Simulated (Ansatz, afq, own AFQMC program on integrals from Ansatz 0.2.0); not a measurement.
# SiNH₄ (quartet): AFQMC on the coupled-cluster ladder at distance Si1–H5 along a hydrogen transfer = 1.485 Å, cc-pVTZ

Aim: compute SiNH₄ (quartet) with auxiliary-field quantum Monte Carlo on the same integrals as coupled cluster, and set the energies side by side.

Computed with Ansatz 0.2.0, Gaussian basis, and an in-house AFQMC program (afq) on its integrals; all values are calculated. Level: cc-pVTZ, frozen cores.

The runs, in order: PBE (unrestricted); CCSD(T) on UHF; r2SCAN (unrestricted); PBE0 (unrestricted); B3LYP (unrestricted); wB97M-V (unrestricted); B2PLYP (unrestricted); Phaseless AFQMC, CISD trial on UHF.

## 1. The geometry

The geometry derives from fragments relaxed apart (PBE0/def2-TZVP) and kept rigid, so it is no stationary point. A hydrogen atom is moved between rigid fragments.

6 atoms, charge 0, spin multiplicity 4.

Atoms are counted from 1 here; the program's logs count them from 0.

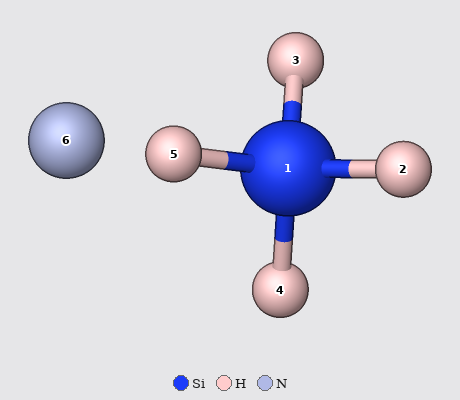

The geometry (silicon blue, hydrogen pink, nitrogen light blue); atoms are numbered from 1 in the order of the file.

## 2. PBE (unrestricted)

in.yaml reads:

```yaml
crystal:
  periodic: [false, false, false]
  atoms:
    - {symbol: Si, position_ang: [-0.872459, 0.000000, 0.000000]}
    - {symbol: H, position_ang: [-1.367331, 1.399708, 0.000000]}
    - {symbol: H, position_ang: [-1.367330, -0.699854, 1.212183]}
    - {symbol: H, position_ang: [-1.367331, -0.699854, -1.212183]}
    - {symbol: H, position_ang: [0.612156, 0.000000, 0.000000]}
    - {symbol: N, position_ang: [2.000541, 0.000000, 0.000000]}
basis:
  gaussian: {orbitals: cc-pVTZ}
magnetization: {spin_polarized: true, initial_magnetization: 3}
hamiltonian: {xc: {name: PBE}}
output: {orbitals: {seedname: orbitals}}
```

On the command line:

```sh
> ansatz run in.yaml --threads 1 --pin off --events-out ev --progress --plain --max-ram 5632MiB --backend cpu
```

Standard output:

```text
Functional definition: PBE
  name "PBE"
  cite "Perdew, Burke & Ernzerhof, Phys. Rev. Lett. 77, 3865 (1996) doi:10.1103/PhysRevLett.77.3865"
  parent pbe
  parameter kappa = 0.804
  parameter beta = 0.06672455060314922
  exchange = pbe_x(kappa = kappa, mu = beta*pi^2/3)
  correlation = pbe_c(beta = beta)
690 factors; their error is unknown
mean field evaluation 1: about -9420.5952 eV, gradient 1.3e1 eV
mean field evaluation 2: about -9421.1989 eV, gradient 9.4e0 eV
mean field evaluation 4: about -9421.6408 eV, gradient 1.0e0 eV
mean field evaluation 8: about -9421.6198 eV, gradient 1.3e-1 eV
mean field evaluation 16: about -9421.6198 eV, gradient 3.9e-5 eV
mean field -9421.61982239 eV, -346.2381422695 hartree, gradient 3.9e-5 eV, S^2 3.754905; 0 other end points of the search recorded, 0 dependent functions left out
reference -9421.61985541 eV, -346.2381434832 hartree; 14, 11 occupied and 106, 109 virtual orbitals, 690 factors
Total energy: -9421.61985541 eV, -346.2381434832 hartree
```

It took 1.7 s on 1 thread of AMD EPYC 7R13 (Zen 3), shared host; peak memory 0.72 GiB.

From the report: ⟨S²⟩ of the determinant 3.755 (pure quartet: 3.75).

## 3. CCSD(T) on UHF

Changes to in.yaml since step 2:

```diff
@@ -12,3 +12,2 @@
 magnetization: {spin_polarized: true, initial_magnetization: 3}
-hamiltonian: {xc: {name: PBE}}
-output: {orbitals: {seedname: orbitals}}
+correlation: {method: ccsd_t, electrons: outside_noble_gas, hamiltonian_folder: ham}
```

On the command line:

```sh
> ansatz run in.yaml --threads 1 --pin off --events-out ev --progress --plain --max-ram 16896MiB --backend cuda --devices 0, --max-vram 18GiB
```

Standard output, shortened:

```text
Functional definition: HF
  name "HF"
  cite "Fock, Z. Phys. 61, 126 (1930) doi:10.1007/BF01340294"
  parent pbe
[...]
685 factors; integrals over basis functions are off by at most 1.1e-3 eV
[...]
mean field -9404.43780440 eV, -345.6067147549 hartree, gradient 2.4e-6 eV, S^2 3.771013; 0 other end points of the search recorded, 0 dependent functions left out
6 core orbitals not correlated: weight in the atoms' cores, before any rotation towards them, 1.000 or more for the frozen orbitals, at most 0.000 for the correlated occupied ones
reference -9404.43780440 eV, -345.6067147549 hartree; 8, 5 occupied and 106, 109 virtual orbitals, 685 factors
second order -6.96499274 eV of doubles, -0.00000000 eV of singles
cycle   1  -7.86491095 eV  change   -9.0e-1 eV  update   6.8e-2
[...]
cycle  10  -8.21831352 eV  change    2.8e-6 eV  update   1.0e-5
perturbative correction -0.22512529 eV, -0.0082732019 hartree
Total energy: -9412.88124321 eV, -345.9170054080 hartree
```

Wall time 2.3 s (1 × NVIDIA H100 80GB HBM3 with 1 thread of AMD EPYC 7R13 (Zen 3), shared host); peak host memory 0.83 GiB.

From the report: ⟨S²⟩ of the determinant 3.771 (pure quartet: 3.75); correlation -8.4434 eV; T1 0.016; largest double amplitude 0.02.

This run also writes the integrals to the folder ham.

## 4. r2SCAN (unrestricted)

Changes to in.yaml since step 3:

```diff
@@ -12,2 +12,2 @@
 magnetization: {spin_polarized: true, initial_magnetization: 3}
-correlation: {method: ccsd_t, electrons: outside_noble_gas, hamiltonian_folder: ham}
+hamiltonian: {xc: {name: r2SCAN}}
```

On the command line:

```sh
> ansatz run in.yaml --threads 1 --pin off --events-out ev --progress --plain --max-ram 5632MiB --backend cpu
```

Standard output:

```text
Functional definition: r2SCAN
  name "r2SCAN"
  cite "Furness, Kaplan, Ning, Perdew & Sun, J. Phys. Chem. Lett. 11, 8208 (2020) doi:10.1021/acs.jpclett.0c02405"
  cite "Furness, Kaplan, Ning, Perdew & Sun, J. Phys. Chem. Lett. 11, 9248 (2020) doi:10.1021/acs.jpclett.0c03077"
  parent r2scan
  parameter k0 = 0.174
  parameter k1 = 0.065
  parameter a1 = 4.9479
  exchange = r2scan_x(k0 = k0, k1 = k1, a1 = a1)
  correlation = r2scan_c
690 factors; their error is unknown
mean field evaluation 1: about -9425.7363 eV, gradient 1.1e1 eV
mean field evaluation 2: about -9426.2788 eV, gradient 6.0e0 eV
mean field evaluation 4: about -9426.4462 eV, gradient 7.8e-1 eV
mean field evaluation 8: about -9426.4177 eV, gradient 1.3e-1 eV
mean field evaluation 16: about -9426.4178 eV, gradient 4.2e-5 eV
mean field -9426.41776783 eV, -346.4144635124 hartree, gradient 4.2e-5 eV, S^2 3.760134; 0 other end points of the search recorded, 0 dependent functions left out
reference -9426.41777933 eV, -346.4144639350 hartree; 14, 11 occupied and 106, 109 virtual orbitals, 690 factors
Total energy: -9426.41777933 eV, -346.4144639350 hartree
```

Run time: 3.9 s. Hardware: 1 thread of AMD EPYC 7R13 (Zen 3), shared host; peak memory 0.72 GiB.

From the report: ⟨S²⟩ of the determinant 3.760 (pure quartet: 3.75).

## 5. PBE0 (unrestricted)

Changes to in.yaml since step 4:

```diff
@@ -12,2 +12,3 @@
 magnetization: {spin_polarized: true, initial_magnetization: 3}
-hamiltonian: {xc: {name: r2SCAN}}
+hamiltonian: {xc: {name: PBE0}}
+output: {orbitals: {seedname: orbitals}}
```

Launched as before.

Standard output:

```text
Functional definition: PBE0
  name "PBE0"
  cite "Adamo & Barone, J. Chem. Phys. 110, 6158 (1999) doi:10.1063/1.478522"
  cite "Perdew, Burke & Ernzerhof, Phys. Rev. Lett. 77, 3865 (1996) doi:10.1103/PhysRevLett.77.3865"
  parent pbe
  parameter a = 0.25
  parameter kappa = 0.804
  parameter beta = 0.06672455060314922
  exchange = (1 - a)*pbe_x(kappa = kappa, mu = beta*pi^2/3) + a*exact_x
  correlation = pbe_c(beta = beta)
702 factors; their error is unknown
mean field evaluation 1: about -9422.2189 eV, gradient 8.4e0 eV
mean field evaluation 2: about -9422.5845 eV, gradient 3.8e0 eV
mean field evaluation 4: about -9422.6571 eV, gradient 4.1e-1 eV
mean field evaluation 8: about -9422.6896 eV, gradient 1.2e-1 eV
mean field evaluation 16: about -9422.6896 eV, gradient 5.2e-5 eV
mean field -9422.68963689 eV, -346.2774572272 hartree, gradient 5.2e-5 eV, S^2 3.758138; 0 other end points of the search recorded, 0 dependent functions left out
reference -9422.68966170 eV, -346.2774581391 hartree; 14, 11 occupied and 106, 109 virtual orbitals, 702 factors
Total energy: -9422.68966170 eV, -346.2774581391 hartree
```

Wall time 2.1 s (1 thread of AMD EPYC 7R13 (Zen 3), shared host); peak memory 1.3 GiB.

From the report: ⟨S²⟩ of the determinant 3.758 (pure quartet: 3.75).

## 6. B3LYP (unrestricted)

Changes to in.yaml since step 5:

```diff
@@ -12,3 +12,2 @@
 magnetization: {spin_polarized: true, initial_magnetization: 3}
-hamiltonian: {xc: {name: PBE0}}
-output: {orbitals: {seedname: orbitals}}
+hamiltonian: {xc: {name: B3LYP}}
```

Same command.

Standard output, shortened:

```text
Functional definition: B3LYP
  name "B3LYP"
  cite "Stephens, Devlin, Chabalowski & Frisch, J. Phys. Chem. 98, 11623 (1994) doi:10.1021/j100096a001"
  cite "Becke, Phys. Rev. A 38, 3098 (1988) doi:10.1103/PhysRevA.38.3098"
  cite "Lee, Yang & Parr, Phys. Rev. B 37, 785 (1988) doi:10.1103/PhysRevB.37.785"
  cite "Vosko, Wilk & Nusair, Can. J. Phys. 58, 1200 (1980) doi:10.1139/p80-159"
[...]
699 factors; their error is unknown
[...]
mean field -9428.65204398 eV, -346.4965716462 hartree, gradient 1.3e-5 eV, S^2 3.757163; 0 other end points of the search recorded, 0 dependent functions left out
reference -9428.65226021 eV, -346.4965795928 hartree; 14, 11 occupied and 106, 109 virtual orbitals, 699 factors
Total energy: -9428.65226021 eV, -346.4965795928 hartree
```

Run time: 2 s. Hardware: 1 thread of AMD EPYC 7R13 (Zen 3), shared host; peak memory 1.7 GiB.

From the report: ⟨S²⟩ of the determinant 3.757 (pure quartet: 3.75).

## 7. wB97M-V (unrestricted)

Changes to in.yaml since step 6:

```diff
@@ -12,2 +12,3 @@
 magnetization: {spin_polarized: true, initial_magnetization: 3}
-hamiltonian: {xc: {name: B3LYP}}
+hamiltonian: {xc: {name: wB97M-V}}
+output: {orbitals: {seedname: orbitals}}
```

Launched as before.

Standard output, shortened:

```text
Functional definition: wB97M-V
  name "wB97M-V"
  cite "Mardirossian & Head-Gordon, J. Chem. Phys. 144, 214110 (2016) doi:10.1063/1.4952647"
  cite "Becke, J. Chem. Phys. 107, 8554 (1997) doi:10.1063/1.475007"
  cite "Vydrov & Van Voorhis, J. Chem. Phys. 133, 244103 (2010) doi:10.1063/1.3521275"
  # Of w^i u^j: cxij and so on, Table III.
[...]
  gx(w, u) = 1 - cx + cx01*u + cx10*w
  gss(w, u) = css00 + css04*u^4 + css10*w + css20*w^2 + css43*w^4*u^3
  gos(w, u) = cos00 + cos10*w + (cos20 + cos21*u)*w^2 + (cos60 + cos61*u)*w^6
[...]
      + integral(e_c_pw_mod_opposite_spin*gos(b97_w_opposite, b97_u_opposite)) + vv10(b, c)
699 factors; their error is unknown
163 factors; integrals over basis functions are off by at most 6.9e-5 eV
[...]
mean field -9426.28293585 eV, -346.4095085284 hartree, gradient 7.3e-5 eV, S^2 3.757230; 0 other end points of the search recorded, 0 dependent functions left out
reference -9426.28297516 eV, -346.4095099730 hartree; 14, 11 occupied and 106, 109 virtual orbitals, 699 factors
Total energy: -9426.28297516 eV, -346.4095099730 hartree
```

Wall time 6 s (1 thread of AMD EPYC 7R13 (Zen 3), shared host); peak memory 1.7 GiB.

From the report: ⟨S²⟩ of the determinant 3.757 (pure quartet: 3.75).

## 8. B2PLYP (unrestricted)

Changes to in.yaml since step 7:

```diff
@@ -12,3 +12,3 @@
 magnetization: {spin_polarized: true, initial_magnetization: 3}
-hamiltonian: {xc: {name: wB97M-V}}
-output: {orbitals: {seedname: orbitals}}
+hamiltonian: {xc: {name: B2PLYP}}
+correlation: {electrons: outside_noble_gas}
```

The command is unchanged.

Standard output, shortened:

```text
Functional definition: B2PLYP
  name "B2PLYP"
  cite "Grimme, J. Chem. Phys. 124, 034108 (2006) doi:10.1063/1.2148954"
  cite "Becke, Phys. Rev. A 38, 3098 (1988) doi:10.1103/PhysRevA.38.3098"
  cite "Lee, Yang & Parr, Phys. Rev. B 37, 785 (1988) doi:10.1103/PhysRevB.37.785"
[...]
685 factors; integrals over basis functions are off by at most 1.1e-3 eV
[...]
mean field -9420.98027668 eV, -346.2146393983 hartree, gradient 3.9e-6 eV, S^2 3.762704; 0 other end points of the search recorded, 0 dependent functions left out
6 core orbitals not correlated: weight in the atoms' cores, before any rotation towards them, 1.000 or more for the frozen orbitals, at most 0.000 for the correlated occupied ones
reference -9420.98041320 eV, -346.2146444154 hartree; 8, 5 occupied and 106, 109 virtual orbitals, 685 factors
second order -8.57499888 eV of doubles, -0.00000000 eV of singles
Total energy: -9423.29566290 eV, -346.2997282724 hartree
```

Run time: 2.9 s. Hardware: 1 thread of AMD EPYC 7R13 (Zen 3), shared host; peak memory 1.7 GiB.

From the report: ⟨S²⟩ of the determinant 3.763 (pure quartet: 3.75).

## 9. Phaseless AFQMC, CISD trial on UHF

It reads the integrals that the CCSD(T) run on this determinant wrote.

On the command line:

```sh
> afq ham --method phaseless --trial cisd --walkers 600 --populations 10 --least-time 60 --time-step 0.005 --steps-per-block 50 --equilibration-blocks 28 --max-blocks 4000 --target-error 0.00021 --factor-cut 1e-05 --start spin_pure --seed 5339 --release-times 0.24,0.51,0.99,1.62,2.4 --release-step 0.03 --release-every 3 --taylor-order 6
```

Standard output:

```text
orbitals 114  electrons 8 5  factors 681 of 685
reference energy -345.60671475 Eh
CCSD correlation -0.30201756 Eh in 11 cycles, weight of the determinant in the CISD state 0.8744
energy of the start -345.908071 Eh
 block  time / (1/Eh)  mean weight  energy / Eh
     1     0.250  1.0000  -345.904520
     2     0.500  1.0011  -345.907666
     3     0.750  1.0000  -345.910297
     4     1.000  0.9991  -345.912150
     5     1.250  1.0002  -345.914928
     6     1.500  1.0002  -345.916754
     7     1.750  1.0000  -345.916777
     8     2.000  0.9998  -345.916706
     9     2.250  0.9999  -345.917241
    10     2.500  1.0005  -345.917919
    13     3.250  1.0006  -345.918879
    16     4.000  1.0004  -345.917976
    19     4.750  0.9997  -345.918551
    22     5.500  0.9997  -345.917334
    25     6.250  1.0004  -345.920755
    28     7.000  0.9998  -345.917520
    31     7.750  0.9991  -345.918810
    34     8.500  1.0008  -345.917638
    37     9.250  1.0006  -345.917165
    40    10.000  0.9989  -345.918564
    43    10.750  0.9997  -345.918221
    46    11.500  1.0004  -345.916177
    49    12.250  0.9990  -345.917633
    52    13.000  1.0001  -345.918457
    55    13.750  0.9991  -345.917674
    58    14.500  1.0010  -345.918374
    61    15.250  0.9995  -345.916595
    64    16.000  1.0008  -345.918836
    67    16.750  0.9996  -345.919771
    70    17.500  1.0000  -345.919448
    73    18.250  1.0004  -345.918689
    76    19.000  0.9991  -345.919934
    79    19.750  1.0002  -345.918501
    82    20.500  0.9997  -345.917933
    85    21.250  0.9998  -345.918170
    88    22.000  0.9989  -345.917545
    91    22.750  0.9995  -345.919233
    94    23.500  0.9999  -345.917865
    97    24.250  1.0001  -345.918190
   100    25.000  1.0001  -345.916330
   103    25.750  0.9992  -345.918542
   106    26.500  1.0005  -345.916999
   109    27.250  0.9997  -345.919399
   112    28.000  1.0000  -345.916956
   115    28.750  0.9994  -345.919078
   118    29.500  0.9997  -345.919334
   121    30.250  0.9984  -345.916970
   124    31.000  0.9982  -345.917689
   127    31.750  1.0002  -345.918185
error from the spread of 10 populations
released: time / (1/Eh)  energy / Eh  error  mean overlap
  0.24  -345.918503  0.000227  0.9879
  0.51  -345.918576  0.000191  0.9858
  0.99  -345.918709  0.000213  0.9777
  1.62  -345.918544  0.000209  0.9809
  2.40  -345.918586  0.000336  0.9764
energy -345.918092 +/- 0.000162 Eh
```

Run time: 73 s. Hardware: 1 × NVIDIA H100 80GB HBM3 with 2 threads of AMD EPYC 7R13 (Zen 3), shared host; peak host memory 1.7 GiB.

Energy -9412.9108 ± 0.0044 eV. Caveats: constraint bias not in the error.

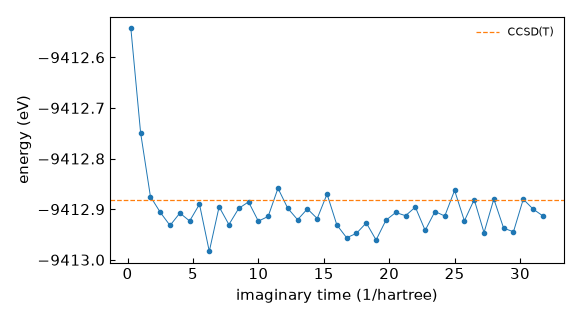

Block energies along the walk.

## 10. AFQMC on the ladder

On the UHF determinant, counted from CCSD(T) (a yardstick, not exact):

| level | energy (eV) | from CCSD(T) (kJ/mol) | statistical error (kJ/mol) | time |
| --- | --- | --- | --- | --- |
| HF | -9404.4378 | +814.7 |  |  |
| MP2 | -9411.4028 | +142.6 |  |  |
| CCSD | -9412.6561 | +21.7 |  |  |
| CCSD(T) | -9412.8812 | 0.0 |  |  |
| Phaseless AFQMC, CISD trial, step 0.005, 600 walkers | -9412.9108 | -2.9 | 0.4 | 73 s |

The functionals' totals stand on their own zeros and serve differences with other points: PBE -9421.620 eV; r2SCAN -9426.418 eV; PBE0 -9422.690 eV; B3LYP -9428.652 eV; wB97M-V -9426.283 eV; B2PLYP -9423.296 eV.

## 11. Summary of results

| quantity | value |
| --- | --- |
| Phaseless AFQMC, CISD trial on UHF from CCSD(T) | -2.9 ± 0.4 kJ/mol |

On UHF the phaseless walk with the CISD trial lies -2.9 kJ/mol from CCSD(T), 7 times its error bar. Error bars are statistical and leave out the constraint, the time step and what remains of the start.
